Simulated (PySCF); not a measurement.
**Silicon: the same states on changed settings**

Aim: see what changed settings do to total energies and their difference. The change: initial guess 1e, at most 50 SCF cycles. A sound run of the same states serves as the yardstick.

The numbers are computed with PySCF 2.14.0 (unrestricted determinants in a Gaussian basis, no spin-orbit coupling in the energies), except any that are marked as measured or tabulated.

## (1) The system

* Element: silicon (Z = 14)
* Basis: pcseg-2 (5s4p2d1f, 34 functions)
* Hamiltonian: no relativity, point nucleus
* State 1: Si²⁺: [Ne] 3s2, closed-shell 1S
* State 2: Si³⁺: [Ne] 3s1, 2S determinant
* Methods: UHF, LDA, PBE0, MP2, CCSD(T)
* Core shells frozen in the correlated runs: valence: [Ne] (for Si²⁺)

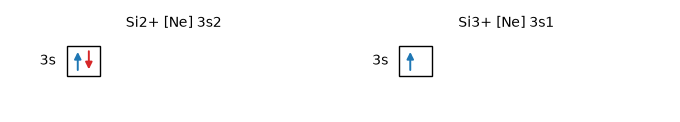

The shells outside the core, filled by Hund's rule for the drawing.

The sound run (pcseg-2, the non-relativistic Hamiltonian (point nucleus), symmetry-adapted start, fine grid, valence correlation) gave:

| species | method | energy (hartree) |
| --- | --- | --- |
| Si²⁺ | UHF | -287.98691 |
| Si²⁺ | LDA | -287.31305 |
| Si²⁺ | PBE0 | -288.34900 |
| Si²⁺ | MP2 (valence) | -288.01819 |
| Si²⁺ | CCSD(T) (valence) | -288.03115 |
| Si³⁺ | UHF | -286.81326 |
| Si³⁺ | LDA | -286.08068 |
| Si³⁺ | PBE0 | -287.12701 |

One driver process ran all states and methods and kept the integrals in memory. Each run is shown as a PySCF script that sums up its settings (the driver passes frozen orbitals as a list and adds second-order terms of double hybrids); the logs are those of the runs themselves.

The driver's launch:

```sh
> OMP_NUM_THREADS=1 python atomrun2.py TASK.json OUT
```

The integrals over 34 functions and the set-up took 0.04 s of CPU time.

## (2) Changed run, Si²⁺: the ladder of methods

#### UHF

input.py reads:

```python
from pyscf import gto, scf, dft, mp, cc
import basis_set_exchange as bse
mol = gto.M(atom="Si 0 0 0", charge=2, spin=0, symmetry="D2h",
            basis=gto.basis.parse(bse.get_basis("pcseg-2", elements=["Si"], fmt="nwchem", header=False)))
mf = scf.UHF(mol)
mf.irrep_nelec = {'Ag': (3, 3), 'B1u': (1, 1), 'B2u': (1, 1), 'B3u': (1, 1)}
mf.init_guess = "1e"
mf.max_cycle = 50
mf.kernel()
```

Log:

```text
damping factor = 0
level_shift factor = 0
DIIS = <class 'pyscf.scf.diis.CDIIS'>
diis_start_cycle = 1
diis_space = 10
diis_damp = 0
SCF conv_tol = 1e-09
SCF conv_tol_grad = None
number electrons alpha = 6  beta = 6
irrep_nelec {'Ag': (3, 3), 'B1g': (0, 0), 'B2g': (0, 0), 'B3g': (0, 0), 'Au': (0, 0), 'B1u': (1, 1), 'B2u': (1, 1), 'B3u': (1, 1)}
alpha HOMO (Ag) = -0.597214950828445  LUMO (B1u) = -0.42314314321074
  HOMO = -0.597214950828  LUMO = -0.423143143211  gap/eV = 4.73674
cycle= 1 E= -287.677702890141  delta_E= -8.67  |g|= 0.954  |ddm|= 2.91
alpha HOMO (Ag) = -1.2320927659233  LUMO (B1u) = -0.670136768510963
  HOMO = -1.23209276592  LUMO = -0.670136768511  gap/eV = 15.29160
cycle= 2 E= -287.980051145566  delta_E= -0.302  |g|= 0.159  |ddm|= 1.56
alpha HOMO (Ag) = -1.19084670607566  LUMO (B1u) = -0.588021203224065
  HOMO = -1.19084670608  LUMO = -0.588021203224  gap/eV = 16.40372
cycle= 3 E= -287.986443060106  delta_E= -0.00639  |g|= 0.0212  |ddm|= 0.242
alpha HOMO (Ag) = -1.18194194979796  LUMO (B1u) = -0.569297839035102
  HOMO = -1.1819419498  LUMO = -0.569297839035  gap/eV = 16.67090
cycle= 4 E= -287.986902348986  delta_E= -0.000459  |g|= 0.00236  |ddm|= 0.0996
alpha HOMO (Ag) = -1.18089681917614  LUMO (B1u) = -0.568351749856717
  HOMO = -1.18089681918  LUMO = -0.568351749857  gap/eV = 16.66820
cycle= 5 E= -287.98690651289  delta_E= -4.16e-06  |g|= 5.94e-05  |ddm|= 0.0101
alpha HOMO (Ag) = -1.18092900065137  LUMO (B1u) = -0.568320183681803
  HOMO = -1.18092900065  LUMO = -0.568320183682  gap/eV = 16.66993
cycle= 6 E= -287.986906514904  delta_E= -2.01e-09  |g|= 8.76e-06  |ddm|= 0.000114
alpha HOMO (Ag) = -1.18092825385677  LUMO (B1u) = -0.568322069794155
  HOMO = -1.18092825386  LUMO = -0.568322069794  gap/eV = 16.66986
cycle= 7 E= -287.98690651497  delta_E= -6.58e-11  |g|= 3.44e-07  |ddm|= 1.13e-05
converged SCF energy = -287.98690651497  <S^2> = -7.1054274e-15  2S+1 = 1
```

Time after the integrals: 0.15 s (1 thread of Neoverse-N1, shared host).

Orbital energies by shell (radii are means over both spins):

| shell | electrons | mean orbital energy (eV) | spread (eV) | rms radius (bohr) |
| --- | --- | --- | --- | --- |
| 1s | 2 | -1893.1 | 0 | 0.129 |
| 2s | 2 | -188.67 | 0 | 0.615 |
| 2p | 6 | -136.86 | 0 | 0.599 |
| 3s | 2 | -32.135 | 0 | 2.13 |

⟨S²⟩ = 0.000, ⟨L²⟩ = 0.00.

#### LDA

input.py differs from the last one in:

```diff
@@ -4,3 +4,3 @@
             basis=gto.basis.parse(bse.get_basis("pcseg-2", elements=["Si"], fmt="nwchem", header=False)))
-mf = scf.UHF(mol)
+mf = dft.UKS(mol, xc="LDA,VWN")
 mf.irrep_nelec = {'Ag': (3, 3), 'B1u': (1, 1), 'B2u': (1, 1), 'B3u': (1, 1)}
```

Log:

```text
damping factor = 0
level_shift factor = 0
DIIS = <class 'pyscf.scf.diis.CDIIS'>
diis_start_cycle = 1
diis_space = 10
diis_damp = 0
SCF conv_tol = 1e-09
SCF conv_tol_grad = None
number electrons alpha = 6  beta = 6
irrep_nelec {'Ag': (3, 3), 'B1g': (0, 0), 'B2g': (0, 0), 'B3g': (0, 0), 'Au': (0, 0), 'B1u': (1, 1), 'B2u': (1, 1), 'B3u': (1, 1)}
XC functionals = LDA,VWN
    P. A. M. Dirac.,  Math. Proc. Cambridge Philos. Soc. 26, 376 (1930)
    F. Bloch.,  Z. Phys. 57, 545 (1929)
    S. H. Vosko, L. Wilk, and M. Nusair.,  Can. J. Phys. 58, 1200 (1980)
alpha HOMO (Ag) = -0.690730790414793  LUMO (B1u) = -0.485248642183981
  HOMO = -0.690730790415  LUMO = -0.485248642184  gap/eV = 5.59145
cycle= 1 E= -286.372539349582  delta_E= -8.02  |g|= 2.46  |ddm|= 3.24
alpha HOMO (Ag) = -1.22106776557206  LUMO (B3u) = -0.911184832911709
  HOMO = -1.22106776557  LUMO = -0.911184832912  gap/eV = 8.43234
cycle= 2 E= -287.201208811035  delta_E= -0.829  |g|= 0.879  |ddm|=  2.4
alpha HOMO (Ag) = -1.06262195926131  LUMO (B3u) = -0.768973144898763
  HOMO = -1.06262195926  LUMO = -0.768973144899  gap/eV = 7.99059
cycle= 3 E= -287.312859001994  delta_E= -0.112  |g|= 0.0299  |ddm|= 0.611
alpha HOMO (Ag) = -1.04950556551496  LUMO (B1u) = -0.75796085235199
  HOMO = -1.04950556551  LUMO = -0.757960852352  gap/eV = 7.93334
cycle= 4 E= -287.313054552961  delta_E= -0.000196  |g|= 0.00102  |ddm|= 0.0512
alpha HOMO (Ag) = -1.05058842685839  LUMO (B1u) = -0.758957325200865
  HOMO = -1.05058842686  LUMO = -0.758957325201  gap/eV = 7.93569
cycle= 5 E= -287.313054800937  delta_E= -2.48e-07  |g|= 8.79e-06  |ddm|= 0.00177
alpha HOMO (Ag) = -1.05060664838085  LUMO (B3u) = -0.75897454743973
  HOMO = -1.05060664838  LUMO = -0.75897454744  gap/eV = 7.93571
cycle= 6 E= -287.313054800957  delta_E= -1.98e-11  |g|= 2.95e-08  |ddm|= 1.72e-05
converged SCF energy = -287.313054800957  <S^2> = -7.9936058e-15  2S+1 = 1
```

It took 0.17 s on 1 thread of Neoverse-N1, shared host, the integrals not counted.

#### PBE0

input.py differs from the last one in:

```diff
@@ -4,3 +4,3 @@
             basis=gto.basis.parse(bse.get_basis("pcseg-2", elements=["Si"], fmt="nwchem", header=False)))
-mf = dft.UKS(mol, xc="LDA,VWN")
+mf = dft.UKS(mol, xc="PBE0")
 mf.irrep_nelec = {'Ag': (3, 3), 'B1u': (1, 1), 'B2u': (1, 1), 'B3u': (1, 1)}
```

Log:

```text
damping factor = 0
level_shift factor = 0
DIIS = <class 'pyscf.scf.diis.CDIIS'>
diis_start_cycle = 1
diis_space = 10
diis_damp = 0
SCF conv_tol = 1e-09
SCF conv_tol_grad = None
number electrons alpha = 6  beta = 6
irrep_nelec {'Ag': (3, 3), 'B1g': (0, 0), 'B2g': (0, 0), 'B3g': (0, 0), 'Au': (0, 0), 'B1u': (1, 1), 'B2u': (1, 1), 'B3u': (1, 1)}
XC functionals = PBE0
    C. Adamo and V. Barone.,  J. Chem. Phys. 110, 6158 (1999)
    M. Ernzerhof and G. E. Scuseria.,  J. Chem. Phys. 110, 5029 (1999)
alpha HOMO (Ag) = -0.686371288426489  LUMO (B1u) = -0.482466557565672
  HOMO = -0.686371288426  LUMO = -0.482466557566  gap/eV = 5.54853
cycle= 1 E= -287.701128411662  delta_E= -8.26  |g|= 1.96  |ddm|= 3.12
alpha HOMO (Ag) = -1.21401633330234  LUMO (B3u) = -0.835467930132175
  HOMO = -1.2140163333  LUMO = -0.835467930132  gap/eV = 10.30083
cycle= 2 E= -288.303619525543  delta_E= -0.602  |g|= 0.583  |ddm|=    2
alpha HOMO (Ag) = -1.09953157153187  LUMO (B2u) = -0.724211143641413
  HOMO = -1.09953157153  LUMO = -0.724211143641  gap/eV = 10.21299
cycle= 3 E= -288.348929530726  delta_E= -0.0453  |g|= 0.0225  |ddm|= 0.318
alpha HOMO (Ag) = -1.08790076602946  LUMO (B1u) = -0.711960673929994
  HOMO = -1.08790076603  LUMO = -0.71196067393  gap/eV = 10.22985
cycle= 4 E= -288.349004484713  delta_E= -7.5e-05  |g|= 0.000294  |ddm|= 0.0176
alpha HOMO (Ag) = -1.08813940534606  LUMO (B1u) = -0.712184369575829
  HOMO = -1.08813940535  LUMO = -0.712184369576  gap/eV = 10.23026
cycle= 5 E= -288.34900450063  delta_E= -1.59e-08  |g|= 8.83e-06  |ddm|= 0.000151
alpha HOMO (Ag) = -1.08814552944246  LUMO (B1u) = -0.712190025601819
  HOMO = -1.08814552944  LUMO = -0.712190025602  gap/eV = 10.23027
cycle= 6 E= -288.349004500676  delta_E= -4.6e-11  |g|= 3.05e-07  |ddm|= 1.12e-05
converged SCF energy = -288.349004500676  <S^2> = -1.0658141e-14  2S+1 = 1
```

Time after the integrals: 0.26 s (1 thread of Neoverse-N1, shared host).

#### MP2 (valence)

input.py differs from the last one in:

```diff
@@ -4,3 +4,3 @@
             basis=gto.basis.parse(bse.get_basis("pcseg-2", elements=["Si"], fmt="nwchem", header=False)))
-mf = dft.UKS(mol, xc="PBE0")
+mf = scf.UHF(mol)
 mf.irrep_nelec = {'Ag': (3, 3), 'B1u': (1, 1), 'B2u': (1, 1), 'B3u': (1, 1)}
@@ -9 +9,2 @@
 mf.kernel()
+mp.UMP2(mf, frozen=5).kernel()
```

This step left no log, only its results.

Time after the integrals: 0.01 s (1 thread of Neoverse-N1, shared host).

With 2 electrons correlated, the MP2 correlation energy is -0.03128 hartree (0.00000 same spin, -0.03128 opposite spin); the SCS form gives -0.03754. Largest pairs of shells: 3s-3s -0.0313.

#### CCSD(T) (valence)

input.py differs from the last one in:

```diff
@@ -9,2 +9,3 @@
 mf.kernel()
-mp.UMP2(mf, frozen=5).kernel()
+mycc = cc.CCSD(mf, frozen=5).run()
+mycc.ccsd_t()
```

Log:

```text
CC2 = 0
CCSD nocc = 1, nmo = 29
frozen orbitals [0, 1, 2, 3, 4]
max_cycle = 100
direct = 0
conv_tol = 1e-08
conv_tol_normt = 1e-06
diis_space = 8
diis_start_cycle = 0
Init t2, MP2 energy = -288.018188095839  E_corr(MP2) -0.0312815808691701
Init E_corr(CCSD) = -0.0312815808692375
cycle = 1  E_corr(CCSD) = -0.038879364336172  dE = -0.00759778347  norm(t1,t2) = 0.0462491
cycle = 2  E_corr(CCSD) = -0.0418217285101667  dE = -0.00294236417  norm(t1,t2) = 0.0208899
cycle = 3  E_corr(CCSD) = -0.0442559600469689  dE = -0.00243423154  norm(t1,t2) = 0.00986173
cycle = 4  E_corr(CCSD) = -0.0442362109057848  dE = 1.97491412e-05  norm(t1,t2) = 0.000453071
cycle = 5  E_corr(CCSD) = -0.0442440450939123  dE = -7.83418813e-06  norm(t1,t2) = 2.96724e-05
cycle = 6  E_corr(CCSD) = -0.044241782585235  dE = 2.26250868e-06  norm(t1,t2) = 6.76013e-06
cycle = 7  E_corr(CCSD) = -0.0442422321103394  dE = -4.49525104e-07  norm(t1,t2) = 1.76356e-06
cycle = 8  E_corr(CCSD) = -0.0442422375693099  dE = -5.45897047e-09  norm(t1,t2) = 7.75904e-08
CCSD converged
E(CCSD) = -288.0311487525395  E_corr = -0.04424223756930985
```

It took 0.1 s on 1 thread of Neoverse-N1, shared host, the integrals not counted.

CCSD correlation -0.04424 hartree, triples 0.00000; total -288.031149. T1 = 0.006, largest double amplitude 0.116. With two correlated electrons the triples vanish and CCSD is exact in this space.

## (3) Changed run, Si³⁺, method by method

#### UHF

input.py reads:

```python
from pyscf import gto, scf, dft, mp, cc
import basis_set_exchange as bse
mol = gto.M(atom="Si 0 0 0", charge=3, spin=1, symmetry="D2h",
            basis=gto.basis.parse(bse.get_basis("pcseg-2", elements=["Si"], fmt="nwchem", header=False)))
mf = scf.UHF(mol)
mf.irrep_nelec = {'Ag': (3, 2), 'B1u': (1, 1), 'B2u': (1, 1), 'B3u': (1, 1)}
mf.init_guess = "1e"
mf.max_cycle = 50
mf.kernel()
```

Log:

```text
damping factor = 0
level_shift factor = 0
DIIS = <class 'pyscf.scf.diis.CDIIS'>
diis_start_cycle = 1
diis_space = 10
diis_damp = 0
SCF conv_tol = 1e-09
SCF conv_tol_grad = None
number electrons alpha = 6  beta = 5
irrep_nelec {'Ag': (3, 2), 'B1g': (0, 0), 'B2g': (0, 0), 'B3g': (0, 0), 'Au': (0, 0), 'B1u': (1, 1), 'B2u': (1, 1), 'B3u': (1, 1)}
alpha HOMO (Ag) = -1.08367706406808  LUMO (B1u) = -0.825164553547889
  HOMO = -1.08367706407  LUMO = -1.06887844694  gap/eV = 0.40269
cycle= 1 E= -286.748429382663  delta_E= -5.76  |g|= 0.53  |ddm|= 2.49
alpha HOMO (Ag) = -1.64251429454164  LUMO (B1u) = -1.00224751720625
  HOMO = -1.64251429454  LUMO = -1.20518400739  gap/eV = 11.90036
cycle= 2 E= -286.811463481182  delta_E= -0.063  |g|= 0.076  |ddm|= 0.658
alpha HOMO (Ag) = -1.63937980675336  LUMO (B1u) = -0.978883291180945
  HOMO = -1.63937980675  LUMO = -1.17448148447  gap/eV = 12.65053
cycle= 3 E= -286.813125135627  delta_E= -0.00166  |g|= 0.0121  |ddm|= 0.144
alpha HOMO (Ag) = -1.64064872087009  LUMO (B1u) = -0.973433259787087
  HOMO = -1.64064872087  LUMO = -1.1678657694  gap/eV = 12.86508
cycle= 4 E= -286.813261177471  delta_E= -0.000136  |g|= 0.0012  |ddm|= 0.0594
alpha HOMO (Ag) = -1.64051084711081  LUMO (B1u) = -0.973037210569931
  HOMO = -1.64051084711  LUMO = -1.16757320411  gap/eV = 12.86929
cycle= 5 E= -286.81326224651  delta_E= -1.07e-06  |g|= 6.35e-05  |ddm|= 0.00544
alpha HOMO (Ag) = -1.64054135382577  LUMO (B1u) = -0.973011300941499
  HOMO = -1.64054135383  LUMO = -1.16754771583  gap/eV = 12.87081
cycle= 6 E= -286.813262249754  delta_E= -3.24e-09  |g|= 1.02e-05  |ddm|= 0.0001
alpha HOMO (Ag) = -1.64053582246061  LUMO (B1u) = -0.97301035033983
  HOMO = -1.64053582246  LUMO = -1.167551358  gap/eV = 12.87056
cycle= 7 E= -286.813262249865  delta_E= -1.11e-10  |g|= 9.79e-07  |ddm|= 1.71e-05
converged SCF energy = -286.813262249865  <S^2> = 0.75002976  2S+1 = 2.0000298
```

It took 0.14 s on 1 thread of Neoverse-N1, shared host, the integrals not counted.

The occupied shells:

| shell | electrons | mean orbital energy (eV) | spread (eV) | rms radius (bohr) |
| --- | --- | --- | --- | --- |
| 1s α | 1 | -1909.1 | 0 | 0.129 |
| 1s β | 1 | -1908.6 | 0 | 0.129 |
| 2s α | 1 | -203.92 | 0 | 0.614 |
| 2s β | 1 | -202.94 | 0 | 0.614 |
| 2p α | 3 | -152.10 | 0 | 0.596 |
| 2p β | 3 | -151.73 | 0 | 0.596 |
| 3s α | 1 | -44.641 | 0 | 2.00 |

⟨S²⟩ = 0.750, ⟨L²⟩ = 0.00.

#### LDA

input.py differs from the last one in:

```diff
@@ -4,3 +4,3 @@
             basis=gto.basis.parse(bse.get_basis("pcseg-2", elements=["Si"], fmt="nwchem", header=False)))
-mf = scf.UHF(mol)
+mf = dft.UKS(mol, xc="LDA,VWN")
 mf.irrep_nelec = {'Ag': (3, 2), 'B1u': (1, 1), 'B2u': (1, 1), 'B3u': (1, 1)}
```

Log:

```text
damping factor = 0
level_shift factor = 0
DIIS = <class 'pyscf.scf.diis.CDIIS'>
diis_start_cycle = 1
diis_space = 10
diis_damp = 0
SCF conv_tol = 1e-09
SCF conv_tol_grad = None
number electrons alpha = 6  beta = 5
irrep_nelec {'Ag': (3, 2), 'B1g': (0, 0), 'B2g': (0, 0), 'B3g': (0, 0), 'Au': (0, 0), 'B1u': (1, 1), 'B2u': (1, 1), 'B3u': (1, 1)}
XC functionals = LDA,VWN
    P. A. M. Dirac.,  Math. Proc. Cambridge Philos. Soc. 26, 376 (1930)
    F. Bloch.,  Z. Phys. 57, 545 (1929)
    S. H. Vosko, L. Wilk, and M. Nusair.,  Can. J. Phys. 58, 1200 (1980)
alpha HOMO (Ag) = -1.20251794002166  LUMO (B1u) = -0.912137753239848
  HOMO = -1.20251794002  LUMO = -1.16951094717  gap/eV = 0.89817
cycle= 1 E= -285.64248686923  delta_E= -5.44  |g|= 1.79  |ddm|= 2.88
alpha HOMO (Ag) = -1.5594343829003  LUMO (B2u) = -1.2391216942412
  HOMO = -1.5594343829  LUMO = -1.48700157967  gap/eV = 1.97100
cycle= 2 E= -286.034252489317  delta_E= -0.392  |g|= 0.589  |ddm|= 1.15
alpha HOMO (Ag) = -1.49030247687504  LUMO (B2u) = -1.17251826457999
  HOMO = -1.49030247688  LUMO = -1.40330375501  gap/eV = 2.36736
cycle= 3 E= -286.080646137335  delta_E= -0.0464  |g|= 0.0143  |ddm|= 0.262
alpha HOMO (Ag) = -1.48652498736424  LUMO (B2u) = -1.16898730391422
  HOMO = -1.48652498736  LUMO = -1.39995730755  gap/eV = 2.35563
cycle= 4 E= -286.080676367728  delta_E= -3.02e-05  |g|= 9.88e-05  |ddm|= 0.00897
alpha HOMO (Ag) = -1.4865825748947  LUMO (B2u) = -1.16904374345931
  HOMO = -1.48658257489  LUMO = -1.40004196682  gap/eV = 2.35489
cycle= 5 E= -286.080676369472  delta_E= -1.74e-09  |g|= 2.43e-06  |ddm|= 7.88e-05
alpha HOMO (Ag) = -1.48658383039859  LUMO (B2u) = -1.16904463866941
  HOMO = -1.4865838304  LUMO = -1.40004394055  gap/eV = 2.35487
cycle= 6 E= -286.080676369474  delta_E= -2.39e-12  |g|= 4.9e-08  |ddm|= 2.75e-06
converged SCF energy = -286.080676369474  <S^2> = 0.75003415  2S+1 = 2.0000342
```

Time after the integrals: 0.17 s (1 thread of Neoverse-N1, shared host).

#### PBE0

input.py differs from the last one in:

```diff
@@ -4,3 +4,3 @@
             basis=gto.basis.parse(bse.get_basis("pcseg-2", elements=["Si"], fmt="nwchem", header=False)))
-mf = dft.UKS(mol, xc="LDA,VWN")
+mf = dft.UKS(mol, xc="PBE0")
 mf.irrep_nelec = {'Ag': (3, 2), 'B1u': (1, 1), 'B2u': (1, 1), 'B3u': (1, 1)}
```

Log:

```text
damping factor = 0
level_shift factor = 0
DIIS = <class 'pyscf.scf.diis.CDIIS'>
diis_start_cycle = 1
diis_space = 10
diis_damp = 0
SCF conv_tol = 1e-09
SCF conv_tol_grad = None
number electrons alpha = 6  beta = 5
irrep_nelec {'Ag': (3, 2), 'B1g': (0, 0), 'B2g': (0, 0), 'B3g': (0, 0), 'Au': (0, 0), 'B1u': (1, 1), 'B2u': (1, 1), 'B3u': (1, 1)}
XC functionals = PBE0
    C. Adamo and V. Barone.,  J. Chem. Phys. 110, 6158 (1999)
    M. Ernzerhof and G. E. Scuseria.,  J. Chem. Phys. 110, 5029 (1999)
alpha HOMO (Ag) = -1.20104213160531  LUMO (B1u) = -0.909553842957295
  HOMO = -1.20104213161  LUMO = -1.15402645963  gap/eV = 1.27936
cycle= 1 E= -286.860438407287  delta_E= -5.54  |g|= 1.37  |ddm|= 2.78
alpha HOMO (Ag) = -1.57515013438215  LUMO (B2u) = -1.16746579769843
  HOMO = -1.57515013438  LUMO = -1.40115542745  gap/eV = 4.73464
cycle= 2 E= -287.109868587175  delta_E= -0.249  |g|= 0.367  |ddm|= 0.91
alpha HOMO (Ag) = -1.52894593854474  LUMO (B2u) = -1.12100711862061
  HOMO = -1.52894593854  LUMO = -1.33243493899  gap/eV = 5.34734
cycle= 3 E= -287.12699452669  delta_E= -0.0171  |g|= 0.00956  |ddm|= 0.148
alpha HOMO (Ag) = -1.5262866759606  LUMO (B2u) = -1.11784127612793
  HOMO = -1.52628667596  LUMO = -1.32993011417  gap/eV = 5.34313
cycle= 4 E= -287.127006471175  delta_E= -1.19e-05  |g|= 0.00017  |ddm|= 0.00387
alpha HOMO (Ag) = -1.5262784372444  LUMO (B2u) = -1.11780369785581
  HOMO = -1.52627843724  LUMO = -1.32991807288  gap/eV = 5.34324
cycle= 5 E= -287.127006482866  delta_E= -1.17e-08  |g|= 1.14e-05  |ddm|= 0.00028
alpha HOMO (Ag) = -1.52627761907792  LUMO (B2u) = -1.11779962926343
  HOMO = -1.52627761908  LUMO = -1.32991923645  gap/eV = 5.34318
cycle= 6 E= -287.12700648302  delta_E= -1.54e-10  |g|= 1.27e-06  |ddm|= 2.17e-05
converged SCF energy = -287.12700648302  <S^2> = 0.75002079  2S+1 = 2.0000208
```

Time after the integrals: 0.26 s (1 thread of Neoverse-N1, shared host).

## (4) What moved

| species | method | converged | energy less sound run (eV) |
| --- | --- | --- | --- |
| Si²⁺ | UHF | yes | -0.0000 |
| Si²⁺ | LDA | yes | +0.0000 |
| Si²⁺ | PBE0 | yes | +0.0000 |
| Si²⁺ | MP2 (valence) | yes | +0.0000 |
| Si²⁺ | CCSD(T) (valence) | yes | +0.0000 |
| Si³⁺ | UHF | yes | +0.0000 |
| Si³⁺ | LDA | yes | -0.0000 |
| Si³⁺ | PBE0 | yes | +0.0000 |

Ionisation energy of Si²⁺:

| method | sound run (eV) | changed run (eV) | shift (eV) |
| --- | --- | --- | --- |
| UHF | 31.936 | 31.936 | +0.000 |
| LDA | 33.535 | 33.535 | -0.000 |
| PBE0 | 33.252 | 33.252 | +0.000 |
| MP2 | 32.788 | 32.788 | -0.000 |
| SCS-MP2 | 32.958 | 32.958 | -0.000 |
| CCSD | 33.140 | 33.140 | -0.000 |
| CCSD(T) | 33.140 | 33.140 | -0.000 |
| CCSDT | 33.140 | 33.140 | -0.000 |
| FCI | 33.140 | 33.140 | -0.000 |

## (5) Results

```
                                 quantity                                    value
                                   change  initial guess 1e, at most 50 SCF cycles
                           runs converged                                   8 of 8
largest shift of a converged total energy                                 0.000 eV
   largest shift of the ionisation energy                      -0.000 eV (SCS-MP2)
```

In words: The difference hardly moves. Here the plain start reaches the same solutions.
